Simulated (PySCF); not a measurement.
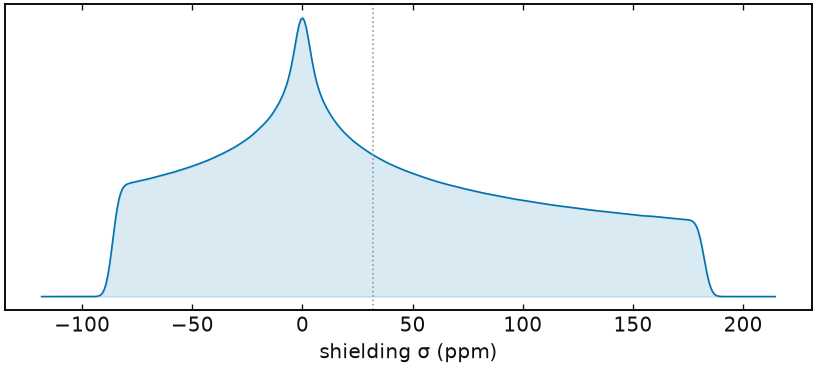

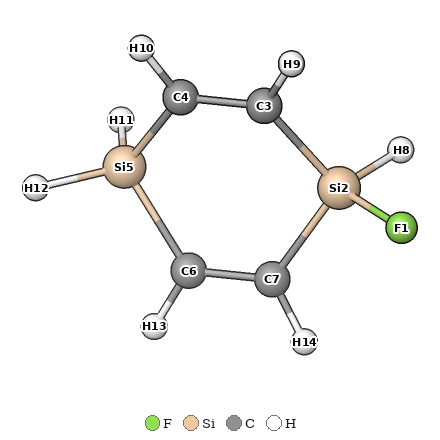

Static powder pattern (¹³C) from GIAO shielding tensors of C₄H₇FSi₂, SMILES F[SiH]1C=C[SiH2]C=C1, PBE0/pcSseg-1 in PySCF, at a GFN2-xTB geometry (no frequency check); absolute shielding, one fixed geometry of the isolated molecule without any motion, no dipolar terms. The dotted line is the isotropic value; skew is 3(σiso − σ22)/span.

Q: The pattern belongs to C6. Give the principal values, span and skew.

A: C6: σ11, σ22, σ33 = −86, 0, 182 ppm, isotropic 32, span 268 ppm, skew 0.36.

Known limits of this run: the tight-binding geometry is rougher than a DFT one and adds to the error.
